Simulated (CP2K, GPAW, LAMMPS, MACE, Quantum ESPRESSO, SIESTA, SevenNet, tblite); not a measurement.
## GPAW runs on glassy B2O3 (90 atoms)

How do the settings of GPAW change the result for glassy B2O3 (90 atoms)? A plane-wave run serves as the yardstick.

Main program and level: GPAW 26.7.0; the method is named at each step.

## 1. The starting structure

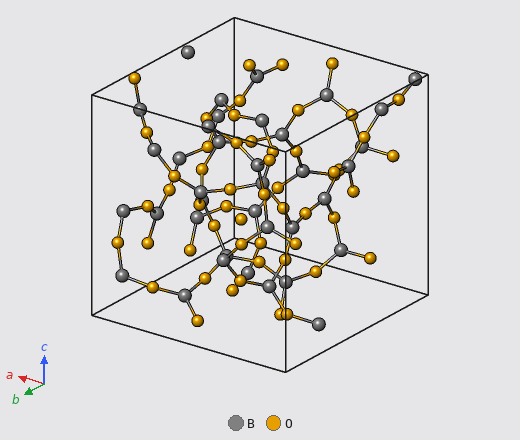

Start, viewed from a free direction; boron grey, oxygen orange. Bonds to atoms that aren't drawn are left out. Some periodic images of atoms are drawn too.

The cell holds 90 atoms: 36 B and 54 O. Cell: a = 10.120 Å, b = 10.120 Å, c = 10.120 Å, α = 90.0°, β = 90.0°, γ = 90.0°. 90 atoms (36 B, 54 O) placed at random at 1.93 g/cm³, melted at 3000 K for 20 ps at fixed volume with the Buckingham and Coulomb pair potential of Guillot and Sator (Geochim. Cosmochim. Acta 71, 1249 (2007)) with the boron terms of Wang et al. (J. Non-Cryst. Solids 498, 294 (2018)). Quenched from 3000 K to 300 K at 50 K/ps and fixed volume, held 10 ps at zero pressure, then minimised at fixed cell.

The yardstick, on the same geometry:

* method: Kohn-Sham DFT, PBE, SSSP efficiency 1.3.0 pseudopotentials, plane waves (Quantum ESPRESSO 7.5); sssp-pbe-1.3.0-efficiency, cutoffs 60/480 Ry, Γ point
* r.m.s. force component: 0.7075 eV/Å
* longest force: 3.16 eV/Å
* pressure: -10.14 GPa
* gap (highest filled to lowest empty level): 4.663 eV
* time: 72 s on 4 MPI ranks of Arm Neoverse V2, shared host
* CPU time: 4.8 min

## 2. PBE, LCAO dzp, h 0.18 Å

Method: Kohn-Sham DFT, PBE, PAW, atomic orbitals (dzp).

Input file run.py:

```python
import numpy as np
from ase.io import read
from gpaw import GPAW, FermiDirac

atoms = read("structure.xyz")
atoms.calc = GPAW(
    mode="lcao",
    basis="dzp",
    h=0.18,
    xc="PBE",
    kpts={"size": (1, 1, 1), "gamma": True},
    occupations=FermiDirac(0.05),
    maxiter=200,
    symmetry={"point_group": False},
    txt="gpaw.txt",
)
energy = atoms.get_potential_energy(force_consistent=True)
forces = atoms.get_forces()
print(f"energy {energy:.6f} eV")
print("forces (eV/A)")
for i, (a, f) in enumerate(zip(atoms, forces)):
    print(f"{i:4d} {a.symbol:2s} {f[0]:10.5f} {f[1]:10.5f} {f[2]:10.5f}")
print(f"Fermi level {atoms.calc.get_fermi_level():.4f} eV")
for k in range(len(atoms.calc.get_ibz_k_points())):
    for s in range(atoms.calc.get_number_of_spins()):
        e = atoms.calc.get_eigenvalues(kpt=k, spin=s)
        n = np.searchsorted(e, atoms.calc.get_fermi_level())
        print(f"k {k} spin {s} levels about the Fermi level:", np.round(e[max(n - 6, 0):n], 4).tolist(), "|", np.round(e[n:n + 6], 4).tolist())
```

Input file structure.xyz:

```xyz
90
Lattice="10.11952 0.00000 0.00000 0.00000 10.11952 0.00000 0.00000 0.00000 10.11952" Properties=species:S:1:pos:R:3 pbc="T T T"
B 8.82786 9.71555 2.01905
B 9.64957 8.51720 4.34927
B 3.03545 3.21882 4.76518
B 7.80893 1.53118 8.55970
B 7.37571 2.25190 2.73247
B 5.88238 8.14267 6.05744
B 3.95248 1.82769 8.79487
B 9.71595 6.04581 3.35189
B 3.83034 4.90068 1.32181
B 0.25663 0.56487 10.03755
B 9.58905 7.41214 8.63053
B 6.96334 3.32467 0.38009
B 2.70383 5.95827 4.49195
B 4.05439 6.27097 9.15989
B 9.89092 2.95955 2.04020
B 7.21309 6.24243 4.65660
B 5.60723 2.73784 6.87379
B 9.51670 1.97361 6.44472
B 2.00903 1.95772 6.98490
B 7.56414 9.15725 7.92237
B 0.00729 3.28803 9.67821
B 6.65207 5.63232 9.21069
B 6.12008 5.99116 2.31191
B 0.43666 7.16604 1.05739
B 2.12631 9.21018 8.64703
B 7.31166 4.91637 6.85638
B 2.47807 2.80968 2.40581
B 3.40846 7.12283 6.74901
B 5.71065 1.13308 4.61369
B 0.39375 5.11926 7.60512
B 4.31982 9.73356 10.04119
B 9.93970 4.14020 5.15144
B 3.55893 9.68256 4.07675
B 2.55781 7.79082 2.47351
B 1.59119 9.24317 5.94714
B 6.40920 8.56152 1.32212
O 1.09787 2.61367 2.32182
O 4.25910 1.00669 9.87645
O 6.36326 3.90087 6.77229
O 7.46355 0.18832 8.70825
O 4.95148 2.48829 8.08145
O 2.62723 6.71359 5.66410
O 7.48591 2.50944 9.49029
O 2.58200 9.73751 5.08243
O 8.48026 1.83609 7.36762
O 0.69845 1.53796 6.73940
O 5.53669 1.83892 5.81245
O 9.87908 7.41123 9.99626
O 3.01541 4.60428 4.57898
O 7.53287 9.30965 1.67761
O 6.68880 2.79967 1.63916
O 9.97845 4.80495 3.92951
O 6.97579 5.70751 3.38721
O 3.31728 6.51161 8.00150
O 6.50220 7.38442 5.05490
O 8.76765 2.39984 2.64949
[... 30 atom lines left out ...]
O 1.07743 9.79620 9.35428
O 2.58665 6.63324 3.27478
O 5.45746 6.34271 9.07164
O 7.50089 5.52101 8.10098
```

Launch:

```
$ OMP_NUM_THREADS=1 python run.py > output.txt
```

Log:

```text
energy -680.365973 eV
forces (eV/A)
   0 B     0.02347   -1.56335   -0.51132
   1 B     1.23228   -0.21832   -1.80026
   2 B    -1.89655    0.37229   -0.20772
   3 B     0.16667   -0.55263   -0.07187
   4 B     0.16121    0.54803   -1.28379
   5 B     0.31897   -2.21181    1.13894
   6 B     0.13219   -1.42627   -2.28377
   7 B     1.22622    1.71945   -0.14063
   8 B     1.31008    0.39711   -0.14155
   9 B    -0.02725    0.44558    0.23767
  10 B    -0.02635   -0.84682    0.71715
  11 B     1.05082   -0.40741   -0.29267
  12 B     1.02683    0.50082    0.63101
  13 B     1.36881   -1.08952    0.14742
  14 B    -0.17232   -0.35049   -1.79378
  15 B    -1.81901    0.24058    0.84945
  16 B     0.35567    0.20160   -0.14779
  17 B     0.89623    1.97859    1.28775
  18 B     0.42599    1.02565   -0.92968
  19 B     0.38947   -0.03908   -0.63941
  20 B     0.12044   -0.44807    1.12122
  21 B    -1.81530   -2.28518   -1.25167
  22 B    -1.11877    1.71791    0.14083
  23 B    -0.06766   -0.31953    0.94806
[...]
82 O     0.02407    0.71261   -0.17650
  83 O     0.33157    0.03493   -0.66764
  84 O     0.38468   -0.02976   -0.15251
  85 O     0.18333   -0.54894    0.17239
  86 O    -0.10442   -0.15570    0.07466
  87 O    -0.07485   -0.94665   -0.29081
  88 O     1.05297    0.52358   -0.37647
  89 O     0.55854    0.48251   -0.04155
Fermi level 1.9397 eV
k 0 spin 0 levels about the Fermi level: [0.3719, 0.3857, 0.464, 0.522, 0.5694, 0.7458] | [5.277, 5.3796, 5.574, 5.7122, 5.7407, 5.8545]
```

gpaw.txt:

```text
Input parameters:
  mode=LCAO(),
  basis={'default': 'dzp'},
  h=0.18,
  kpts=MonkhorstPack(size=(1, 1, 1), gamma=True),
  maxiter=200,
  occupations=Occupations(name='fermi-dirac', width=0.05, fixmagmom=False),
  symmetry=Symmetry(point_group=False),
  xc=XC(name='PBE')
Unit cell  # Å
| periodic |         x |         y |         z |   lengths |    angles |
|----------|-----------|-----------|-----------|-----------|-----------|
|      yes | 10.119520 |  0.000000 |  0.000000 | 10.119520 | 90.000000 |
|      yes |  0.000000 | 10.119520 |  0.000000 | 10.119520 | 90.000000 |
|      yes |  0.000000 |  0.000000 | 10.119520 | 10.119520 | 90.000000 |
Number of symmetries: 1
Symmetry operations  # r_c * U_cc + t_c -> r_c
|   | kind |            matrix            |
|---|------|------------------------------|
| 0 |  E   |  1, 0, 0,  0, 1, 0,  0, 0, 1 |
BZ-sampling:
  Number of BZ points: 1
  Number of IBZ points: 1
  Monkhorst-Pack size: [1, 1, 1]
  Monkhorst-Pack shift: [0, 0, 0]
[... lines left out ...]
Reference energy: -134307.648682  # eV
eigensolver:
density mixing:
  MSR1-Mixer
occupation numbers:
  Fermi-Dirac:
    width: 0.0500  # eV
FastPoissonSolver using
    Stencil: 6*3+1=19 point O(h^6) finite-difference Laplacian
xc functional:
  name: PBE with 2 nearest neighbor stencil
interpolation: tri-quintic # 5. degree polynomial
Initialization done in: 5.938 s
convergence criteria:
- Maximum [total energy] change in last 3 cyles: 0.0005 eV / valence electron
- Maximum integral of absolute [dens]ity change: 0.0001 electrons / valence electron
- Maximum integral of absolute [eigenst]ate change: 4e-08 eV^2 / valence electron
maximum number of iterations: 200
SCF iterations
|iter     |      energy | eigst |  dens |
|---------|-------------|-------|-------|
|iter:   1| -710.934728 |      c|       |
|iter:   2| -703.077938 |      c| -0.86 |
|iter:   3| -679.996350 |      c| -0.91 |
|iter:   4| -680.267792 |      c| -1.54 |
|iter:   5| -680.368239 |      c| -1.85 |
|iter:   6| -680.366407c|      c| -2.97 |
|iter:   7| -680.365982c|      c| -3.31 |
|iter:   8| -680.365975c|      c| -3.83 |
|iter:   9| -680.365973c|      c| -4.42c|
Converged in 9 steps
SCF loop duration: 66.815 s (7.424 s/step)
Energy contributions relative to reference atoms: (reference = -134307.648682)
Energy contributions:
  Kinetic:         407.727455
  Coulomb:        -443.917107
  Zero:             12.812732
  External:          0.000000
  Xc:             -656.989054
  Entropy:          -0.000000
  Spinorbit:         0.000000
  ----------------------------
  Free energy:    -680.365973
  Extrapolated:   -680.365973
dipole moment: (12.173104, -12.001932, 34.871217)  # |e|*Ang
Fermi level: 1.940
Eigenvalues  # (at kpt = [0.000, 0.000, 0.000])
| band index |      eig [eV] | occ [0-2] |
|------------|---------------|-----------|
|          0 |       -19.677 |     2.000 |
|        ... |               |           |
|        208 |         0.301 |     2.000 |
|        209 |         0.367 |     2.000 |
[...]
|        223 |         6.136 |     0.000 |
|        ... |               |           |
|        263 |        10.017 |     0.000 |
Gap: 4.531 eV
Transition (v -> c):
  (s=0, k=0, n=215, [0.00, 0.00, 0.00]) -> (s=0, k=0, n=216, [0.00, 0.00, 0.00])
No difference between direct/indirect transitions
Force computation time: 16.402  # s
timing:  # [seconds]
  Total:  89.176  # ━━━━━━━━━━━━━━━━━━━━━━━━━━━━━━━━━━━━━━━━━━━━━━━━━━━━━━━━━
  Init:    5.937  # ━━━━
  SCF:    66.815  # ━━━━━━━━━━━━━━━━━━━━━━━━━━━━━━━━━━━━━━━━━━╸
  Forces: 16.403  # ━━━━━━━━━━╸
```

It took 90 s on 1 thread of Arm Neoverse V2, shared host; peak memory 1.2 GiB.

Banners, paths, timers and routine set-up lines are dropped from the logs unmarked, and long logs keep their key lines alone; longer cuts are marked.

Numbers from this run, and their distance from the reference:

```yaml
r_m_s_force_component: 0.7698 eV/Å
r_m_s_difference_of_force_components: 156.2 meV/Å
longest_difference_of_force_vectors: 487.8 meV/Å
force_difference_over_r_m_s_force: 22.08 %
slope_of_forces_against_the_reference_s: 1.067
correlation_of_force_components: 0.9811
spacing_of_highest_filled_and_lowest_empty_level: 4.531 eV
gap_difference: -0.1317 eV
```

Length of the force difference by element (eV/Å):

| element | atoms | mean | most |
| --- | --- | --- | --- |
| B | 36 | 0.093 | 0.19 |
| O | 54 | 0.32 | 0.49 |

Levels nearest the highest filled one (eV from it): -0.37, -0.36, -0.28, -0.22, -0.18, 0.00, 4.53, 4.63, 4.83, 4.97, 4.99, 5.11.

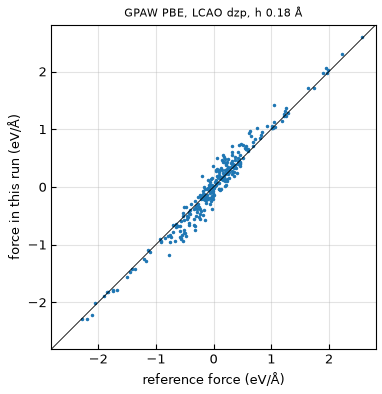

Force components against those of the reference; the line marks equality.

The surroundings of B22, which bears the longest force, nearest first, numbered as they follow in the input and with coordinates relative to it.

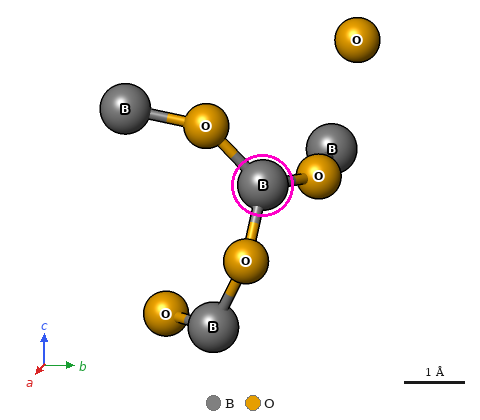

The atoms of the table, within 3.0 Å (arrows a, b, c point along x, y, z); some may hide others; the central atom is ringed.

| atom | x | y | z | distance (Å) | Fx | Fy | Fz (eV/Å) |
| --- | --- | --- | --- | --- | --- | --- | --- |
| B22 | 0.00 | 0.00 | 0.00 | 0.00 | -1.82 | -2.29 | -1.25 |
| O58 | 0.12 | -0.95 | 1.01 | 1.39 | -0.16 | 0.16 | 0.97 |
| O89 | -1.19 | 0.71 | -0.14 | 1.40 | 1.05 | 0.52 | -0.38 |
| O90 | 0.85 | -0.11 | -1.11 | 1.40 | 0.56 | 0.48 | -0.04 |
| B26 | 0.66 | -0.72 | -2.35 | 2.55 | -2.01 | 0.50 | 0.09 |
| B12 | 0.31 | -2.31 | 1.29 | 2.66 | 1.05 | -0.41 | -0.29 |
| B14 | -2.60 | 0.64 | -0.05 | 2.68 | 1.37 | -1.09 | 0.15 |
| O39 | -0.29 | -1.73 | -2.44 | 3.00 | -0.19 | -0.43 | -0.19 |
| O67 | -0.30 | 1.57 | 2.56 | 3.01 | 0.11 | 0.32 | -0.42 |

Atoms are counted from 1 here, from 0 in the log.

Forces lie 22 % from the reference's, at 0.31 times its CPU time (on 1 against 4 cores).

The difference per atom is largest on O (0.32 eV/Å on average, against 0.093 on B).

## 3. PBE, LCAO sz(dzp), h 0.18 Å

Method: Kohn-Sham DFT, PBE, PAW, atomic orbitals (sz(dzp)).

Edit run.py of step 2 so:

```diff
@@ -7,3 +7,3 @@
     mode="lcao",
-    basis="dzp",
+    basis="sz(dzp)",
     h=0.18,
```

structure.xyz is that of step 2.

Log:

```text
energy -562.906733 eV
forces (eV/A)
   0 B     0.05615   -0.59590   -0.32590
   1 B     0.49025    0.20928   -0.84414
   2 B    -0.70443    0.22582    0.28546
   3 B    -0.06212    0.09953    0.42955
   4 B     0.10261    0.09447   -0.19289
   5 B    -0.08104   -1.09113    0.43903
   6 B     0.09795   -0.61254   -0.90021
   7 B     0.56754    0.61040   -0.28979
   8 B     0.60148    0.09023    0.15396
   9 B    -0.02105    0.37921    0.01195
  10 B    -0.19704   -0.21877    0.12749
  11 B     0.72532   -0.22189   -0.18389
  12 B     0.51614    0.02388    0.19929
  13 B     0.30486   -0.04421    0.28960
  14 B    -0.34309   -0.13427   -0.17164
  15 B    -0.40379    0.45128    0.08399
  16 B     0.28591    0.29824   -0.16501
  17 B     0.04572    0.74404    0.99286
  18 B     0.07194    0.54270   -0.41996
  19 B     0.14457   -0.31282   -0.59819
  20 B     0.26111    0.08982   -0.13320
  21 B    -1.11791   -0.75000   -0.34509
  22 B    -0.62645    0.68070   -0.55688
  23 B    -0.17750   -0.15643   -0.03486
[...]
82 O    -0.80605    1.87130    0.01623
  83 O     0.65579   -0.51296   -0.61571
  84 O     0.60128   -0.26550   -0.06185
  85 O     0.49178   -1.05880    0.14413
  86 O    -0.31304   -0.52633    0.10736
  87 O    -0.15864   -1.27311   -0.76224
  88 O     1.26612    1.19887   -0.49367
  89 O     1.81311    1.00442    0.14455
Fermi level 2.0389 eV
k 0 spin 0 levels about the Fermi level: [0.3096, 0.3271, 0.3954, 0.4431, 0.5031, 0.6964] | [4.7582, 4.7829, 5.0597, 5.1407, 5.1892, 5.3687]
```

gpaw.txt:

```text
Input parameters:
  mode=LCAO(),
  basis={'default': 'sz(dzp)'},
  h=0.18,
  kpts=MonkhorstPack(size=(1, 1, 1), gamma=True),
  maxiter=200,
  occupations=Occupations(name='fermi-dirac', width=0.05, fixmagmom=False),
  symmetry=Symmetry(point_group=False),
  xc=XC(name='PBE')
Unit cell  # Å
| periodic |         x |         y |         z |   lengths |    angles |
[... lines left out ...]
  Fermi-Dirac:
[... lines left out ...]
convergence criteria:
- Maximum [total energy] change in last 3 cyles: 0.0005 eV / valence electron
[... lines left out ...]
Converged in 9 steps
[... lines left out ...]
  Free energy:    -562.906733
  Extrapolated:   -562.906733
dipole moment: (13.826081, -9.596311, 36.463050)  # |e|*Ang
Fermi level: 2.039
Eigenvalues  # (at kpt = [0.000, 0.000, 0.000])
| band index |      eig [eV] | occ [0-2] |
|------------|---------------|-----------|
|          0 |       -20.319 |     2.000 |
|        ... |               |           |
|        208 |         0.253 |     2.000 |
|        209 |         0.292 |     2.000 |
[...]
|        223 |         5.651 |     0.000 |
|        ... |               |           |
|        263 |        10.752 |     0.000 |
Gap: 4.062 eV
Transition (v -> c):
  (s=0, k=0, n=215, [0.00, 0.00, 0.00]) -> (s=0, k=0, n=216, [0.00, 0.00, 0.00])
No difference between direct/indirect transitions
Force computation time: 3.643  # s
timing:  # [seconds]
  Total:  29.268  # ━━━━━━━━━━━━━━━━━━━━━━━━━━━━━━━━━━━━━━━━━━━━━━━━━━━━━━━━━
  Init:    4.923  # ━━━━━━━━━╸
  SCF:    20.684  # ━━━━━━━━━━━━━━━━━━━━━━━━━━━━━━━━━━━━━━━━╸
  Forces:  3.643  # ━━━━━━━
```

The job ended after 30 s (1 thread; peak memory 0.88 GiB).

Against the reference:

| Quantity | Value |
| --- | --- |
| r.m.s. force component | 0.7122 eV/Å |
| r.m.s. difference of force components | 635.9 meV/Å |
| longest difference of force vectors | 2174 meV/Å |
| force difference over r.m.s. force | 89.87 % |
| slope of forces against the reference's | 0.6028 |
| correlation of force components | 0.5988 |
| gap (highest filled to lowest empty level) | 4.062 eV |
| gap difference | -0.6011 eV |

This is a coarse setting, run to see what it loses.

Against the first run (22 %), the force difference from the reference is 90 %, at 0.34 times the CPU time, with 360 basis functions against 1170: the smaller basis costs accuracy.

## 4. PBE, LCAO szp(dzp), h 0.18 Å

Method: Kohn-Sham DFT, PBE, PAW, atomic orbitals (szp(dzp)).

Edit run.py of step 3 so:

```diff
@@ -7,3 +7,3 @@
     mode="lcao",
-    basis="sz(dzp)",
+    basis="szp(dzp)",
     h=0.18,
```

structure.xyz is that of step 3.

Log:

```text
energy -618.805521 eV
forces (eV/A)
   0 B     0.10764   -1.03238   -0.37452
   1 B     0.87840   -0.11148   -1.39317
   2 B    -1.35246    0.30662   -0.13482
   3 B     0.06194   -0.18052    0.16169
   4 B     0.17794    0.39274   -0.87211
   5 B     0.04641   -1.82916    0.70489
   6 B     0.16488   -1.17207   -1.63880
   7 B     0.86309    1.36360   -0.30164
   8 B     0.89953    0.25619   -0.05165
   9 B    -0.12034    0.61775    0.01986
  10 B    -0.17702   -0.49350    0.36648
  11 B     0.98654   -0.19730   -0.18065
[...]
85 O     0.28333   -0.83341    0.19390
  86 O    -0.20591   -0.35623    0.08954
  87 O    -0.08707   -1.16694   -0.50365
  88 O     1.21102    0.92818   -0.36654
  89 O     1.36494    0.85072    0.11323
Fermi level 1.9108 eV
k 0 spin 0 levels about the Fermi level: [-0.0242, -0.0086, 0.0331, 0.1365, 0.1575, 0.3257] | [4.7096, 4.7766, 5.0366, 5.0804, 5.1476, 5.3335]
```

gpaw.txt:

```text
Input parameters:
  mode=LCAO(),
  basis={'default': 'szp(dzp)'},
  h=0.18,
  kpts=MonkhorstPack(size=(1, 1, 1), gamma=True),
  maxiter=200,
  occupations=Occupations(name='fermi-dirac', width=0.05, fixmagmom=False),
  symmetry=Symmetry(point_group=False),
  xc=XC(name='PBE')
[... lines left out ...]
  Fermi-Dirac:
[... lines left out ...]
convergence criteria:
- Maximum [total energy] change in last 3 cyles: 0.0005 eV / valence electron
[... lines left out ...]
Converged in 9 steps
[... lines left out ...]
  Free energy:    -618.805521
[... lines left out ...]
Fermi level: 1.911
[... lines left out ...]
|          0 |       -20.303 |     2.000 |
|        ... |               |           |
|        208 |        -0.107 |     2.000 |
|        209 |        -0.050 |     2.000 |
[...]
|        223 |         5.546 |     0.000 |
|        ... |               |           |
|        263 |        10.250 |     0.000 |
Gap: 4.384 eV
Transition (v -> c):
  (s=0, k=0, n=215, [0.00, 0.00, 0.00]) -> (s=0, k=0, n=216, [0.00, 0.00, 0.00])
No difference between direct/indirect transitions
Force computation time: 12.714  # s
timing:  # [seconds]
  Total:  71.188  # ━━━━━━━━━━━━━━━━━━━━━━━━━━━━━━━━━━━━━━━━━━━━━━━━━━━━━━━━━
  Init:    5.389  # ━━━━╸
  SCF:    53.064  # ━━━━━━━━━━━━━━━━━━━━━━━━━━━━━━━━━━━━━━━━━━╸
  Forces: 12.715  # ━━━━━━━━━━
```

Run time: 72 s. Hardware: 1 thread; peak memory 1.1 GiB.

Against the reference:

- r.m.s. force component: 0.7551 eV/Å
- r.m.s. difference of force components: 409.2 meV/Å
- longest difference of force vectors: 1564 meV/Å
- force difference over r.m.s. force: 57.83 %
- slope of forces against the reference's: 0.9022
- correlation of force components: 0.8454
- gap (highest filled to lowest empty level): 4.384 eV
- gap difference: -0.279 eV

This is a coarse setting, run to see what it loses.

Against the first run (22 %), the force difference from the reference is 58 %, at 0.80 times the CPU time, with 810 basis functions against 1170: the smaller basis costs accuracy.

## 5. Side by side

Differences are against the plane-wave reference, forces as r.m.s. over components; share is that over the reference's r.m.s. force, slope the least-squares factor from reference forces to these. Total energies of different programs have different zeros and aren't compared.

| run | Δ force, r.m.s. (meV/Å) | share (%) | slope | Δ gap (eV) | cores | CPU time | memory (GiB) |
| --- | --- | --- | --- | --- | --- | --- | --- |
| reference | - | - | - | - | 4 | 4.8 min | 2.8 |
| GPAW PBE, LCAO dzp, h 0.18 Å | 156 | 22.1 | 1.067 | -0.132 | 1 | 90 s | 1.2 |
| GPAW PBE, LCAO sz(dzp), h 0.18 Å (coarse) | 636 | 89.9 | 0.603 | -0.601 | 1 | 30 s | 0.88 |
| GPAW PBE, LCAO szp(dzp), h 0.18 Å (coarse) | 409 | 57.8 | 0.902 | -0.279 | 1 | 72 s | 1.1 |

Rows marked coarse were listed beforehand as settings not expected to be converged; some can still land near the reference.

CPU time is summed over cores on a shared host, where runs went side by side, so it is rough. Symmetry, cutoffs, thresholds, outputs and thread counts weren't matched or tuned between programs; memory under MPI is the largest rank's times the ranks.

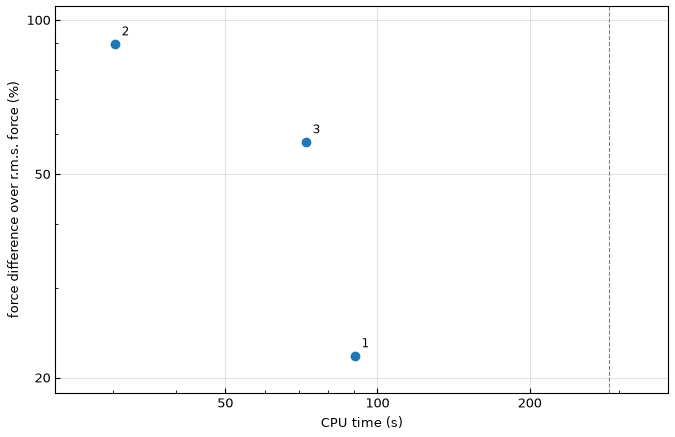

Force difference against CPU time; the dashed line marks the reference's time. Points: 1 GPAW PBE, LCAO dzp, h 0.18 Å; 2 GPAW PBE, LCAO sz(dzp), h 0.18 Å; 3 GPAW PBE, LCAO szp(dzp), h 0.18 Å.

## 6. What came out

* nearest in forces: GPAW PBE, LCAO dzp, h 0.18 Å, 22 %
* its CPU time: 90 s

In words: The PBE run in local orbitals, coarse settings apart, differs by 22 % (GPAW PBE, LCAO dzp, h 0.18 Å); basis, grid and potentials can all enter. Runs with settings chosen to be coarse differ by 58 % (GPAW PBE, LCAO szp(dzp), h 0.18 Å) to 90 % (GPAW PBE, LCAO sz(dzp), h 0.18 Å), their programs' other errors included. Of the electronic-structure runs that take under half the reference's CPU time, GPAW PBE, LCAO dzp, h 0.18 Å comes nearest, at 22 % in 90 s against 4.8 min. At the same functional, gaps differ from the reference's 4.66 eV by between -0.60 and -0.13 eV. The quench rate of 50 K/ps is many orders above laboratory rates, so the cell is likely richer in defects and strain than a real sample. The network of bonds at the start is that of the classical potential that made the cell, and needn't be the one that DFT or experiment would give. The reference's stress is far from hydrostatic: its diagonal is -9.2, -8.5, -12.8 GPa, compression counted positive. The electronic-structure runs sample only Γ, in a cell whose shortest periodic width is 10 Å.

[Also dropped from logs without a mark: logging warnings of Python, and SIESTA's first energy breakdown and zero terms.]

[Logs are printed without paths, hosts, clocks, repeated set-up lines and the standing remarks that a program may print on its own settings, such as how far it seeks lower states.]

[Hosts, paths, dates, database ids (printed as entryN), source tags and the programs' standing remarks are cut or masked in the printed files.]
